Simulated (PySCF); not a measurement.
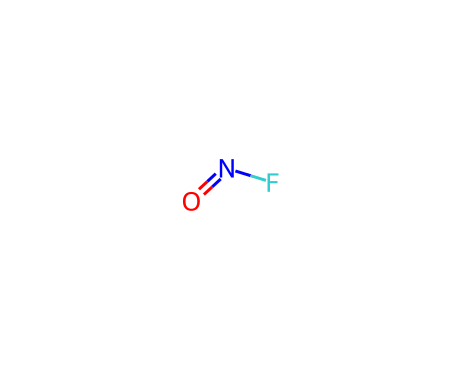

Skeletal drawing of a molecule.

**Transcribe the drawing into SMILES.**

O=NF

**What is the molecular formula?**

NOF.

**An optimisation with PBE0-D3(BJ)/def2-SVP gave a structure of which point group?**

Cs.

The parts below concern this one geometry. Atoms keep their numbers from picture to picture. Computed geometry: PBE0-D3(BJ)/def2-SVP optimisation. No frequency run is at hand to confirm it as a minimum.

## Shape

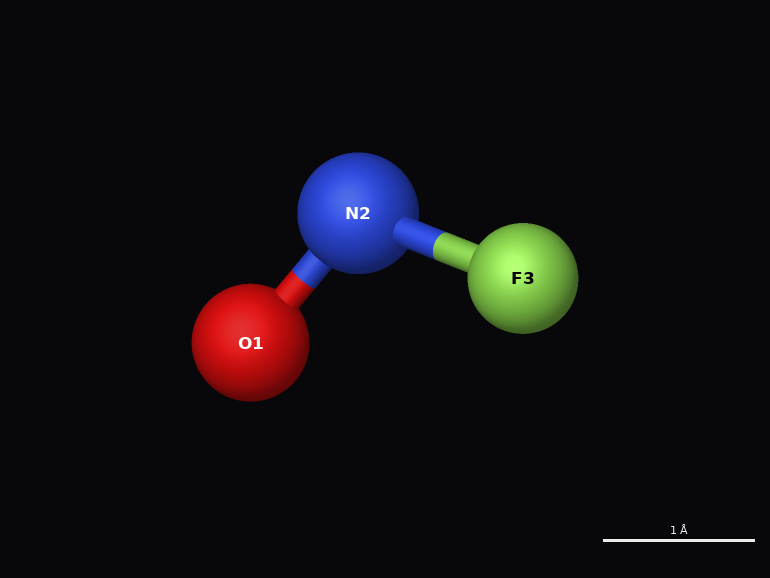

The atoms are numbered. No frequency run is at hand to confirm it as a minimum.

**How are the neighbours of atom 2 arranged?**

N2 has 2 neighbours (O1 at 1.14, F3 at 1.45 Å); the arrangement is bent.

## NMR shielding

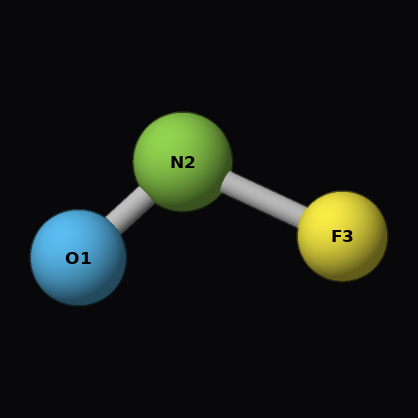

No frequency run is at hand to confirm it as a minimum. Properties computed with GIAO PBE0/pcSseg-1 NMR shielding, non-relativistic, IEF-PCM dichloromethane (PySCF 2.14.0). Principal shieldings σ11 ≤ σ22 ≤ σ33, span Ω = σ33 − σ11, skew κ = 3(σiso − σ22)/Ω.

Give the shielding tensors of the O atoms.

```csv
atom,σ11,σ22,σ33,σiso,Ω,κ
O1,−1155.4,−492.1,105.9,−513.9,1261.3,−0.05
```

Shieldings and span in ppm.

## Dipole moment

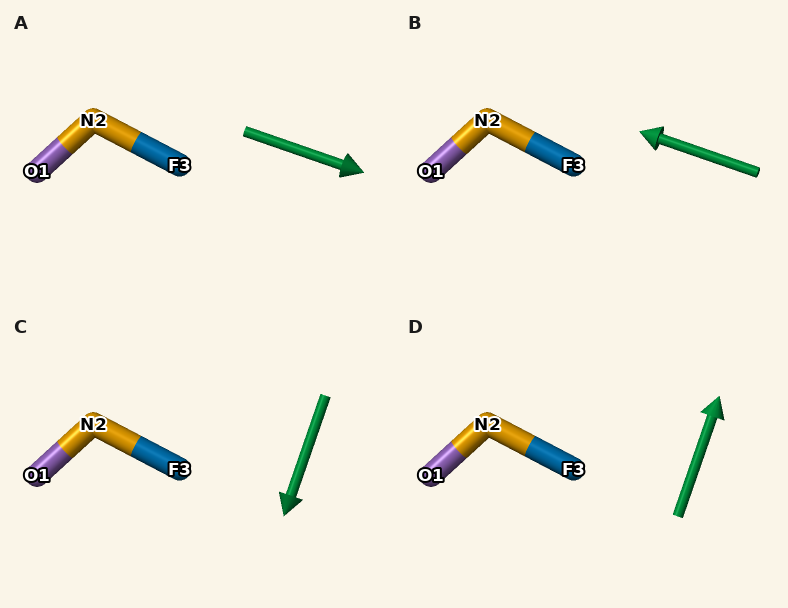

The same molecule four times, each with an arrow. No frequency run is at hand to confirm it as a minimum. Properties computed with PBE0/pcSseg-1 in dichloromethane (IEF-PCM) (PySCF 2.14.0).

**Which arrow points along the dipole moment, from the negative to the positive end?**

B. The dipole moment is 1.29 D; it points from the side of F3 to the side of O1 (the outermost atoms at the two ends).

## Charges

The questions are on Hirshfeld charges. No frequency run is at hand to confirm it as a minimum. Level of theory: PBE0/pcSseg-1 in acetone (IEF-PCM) (PySCF 2.14.0).

List the Hirshfeld charges.

```json
{"atom": "O1", "value (e)": "−0.01"}
{"atom": "N2", "value (e)": "0.19"}
{"atom": "F3", "value (e)": "−0.18"}
```

## Polarisability

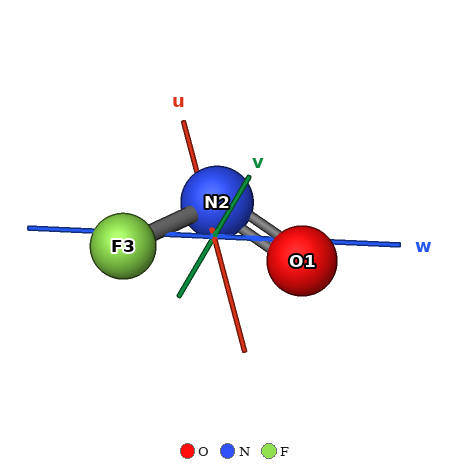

The lines u, v and w are the principal axes of the static dipole polarisability. No frequency run is at hand to confirm it as a minimum. Computed with ωB97X-D/def2-SVPD (PySCF 2.14.0).

**Along which axis is the molecule most polarisable, and along which least?**

Most along w (in the molecular plane), least along v (normal to the molecular plane).

**Give the three principal values.**

u 13.7, v 11.5, w 23.0 bohr³; mean 16.1, anisotropy 10.6 bohr³.
